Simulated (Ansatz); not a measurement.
# C$_{3}$H$_{7}$Al (SMILES C=[CH][AlH][CH3]): what the fields show

Input

```
crystal:
  periodic: [false, false, false]
  atoms:
    - { symbol: C, position_ang: [-0.7542, 1.7156, 0.4222] }
    - { symbol: C, position_ang: [-0.0208, 1.0022, 1.1769] }
    - { symbol: Al, position_ang: [0.6332, -0.7369, 0.5402] }
    - { symbol: C, position_ang: [0.2567, -1.3921, -1.263] }
    - { symbol: H, position_ang: [-1.0893, 1.4301, -0.6027] }
    - { symbol: H, position_ang: [-1.1643, 2.731, 0.7771] }
    - { symbol: H, position_ang: [0.287, 1.3479, 2.1739] }
    - { symbol: H, position_ang: [1.6434, -1.5979, 1.4957] }
    - { symbol: H, position_ang: [0.5453, -0.6656, -1.9809] }
    - { symbol: H, position_ang: [0.6584, -2.39, -1.4066] }
    - { symbol: H, position_ang: [-0.93, -1.5013, -1.3124] }
basis:
  gaussian: { orbitals: "6-31G*" }
hamiltonian:
  xc: pbe0
  dispersion: d4
relax:
  f_tol: 0.015
  max_steps: 40
output:
  orbitals: {}
```

Command:

```sh
ansatz run input.yaml --threads 1 --pin off --max-ram 2048MiB --backend cpu --events-out ev --progress --plain --runs-dir out
```

The fields are those of the relaxed geometry.

Computed with RKS PBE0-D4/6-31G* in Ansatz.

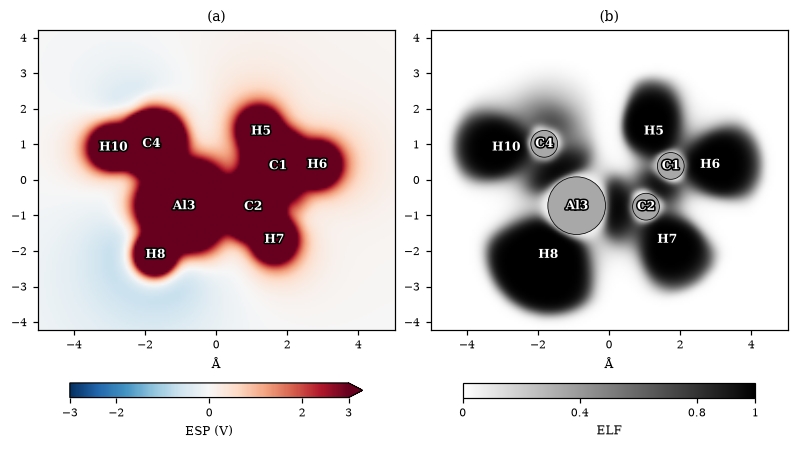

Figure 1. (a) molecular electrostatic potential; (b) ELF on the plane of atoms C1, C2 and Al3. Grey discs cover the atomic cores in the ELF map.

Describe what can be read from this map.

- The plane passes through C, Al and H nuclei.
- C–C (1.34 Å): the ELF peaks at about 0.90 between the atoms; a short, multiple covalent bond.
- C–Al (1.95 Å): the ELF peaks at about 0.95 between the atoms (a shared but strongly polarised pair).
- C–H (1.09 Å): the ELF climbs to about 1 towards the hydrogen, as it does in any bond to H; an ordinary covalent bond to hydrogen.
- Al–H (1.60 Å): the ELF climbs to about 1 towards the hydrogen.
- Outside the dense part of the molecule the potential is most negative (−0.7 V) near H8.

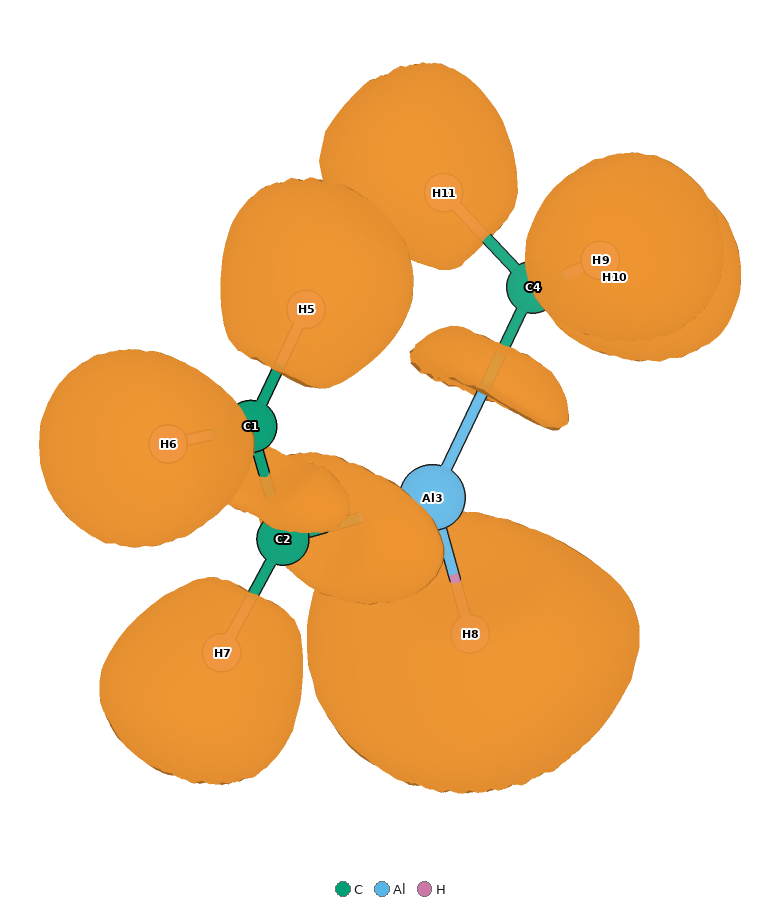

Figure 2. Isosurface of the ELF at 0.85 (orange), seen at an oblique angle. Only the valence region is drawn (cores and ρ < 0.01 e/Å³ removed).

Where are the electrons localised?

The ELF exceeds this value in two regions between bonded Al–C atoms (shared pairs), one region between bonded C–C atoms (shared pairs) and seven regions around hydrogen nuclei.

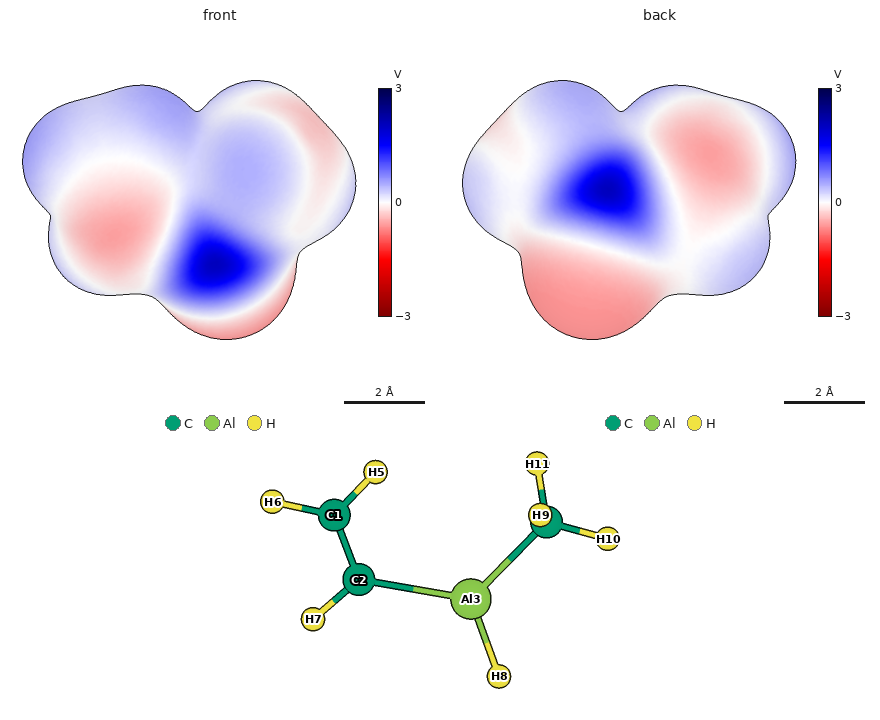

Figure 3. The molecular electrostatic potential painted on the density surface at 0.001 e/bohr³, seen from the front and from behind; the colour scale runs from red (negative) to blue (positive). The bare structure is drawn below in the same view.

Where is the surface potential most negative and most positive?

The most negative region (about −0.6 V) lies over H8, the most positive (about +1.9 V) over Al3.
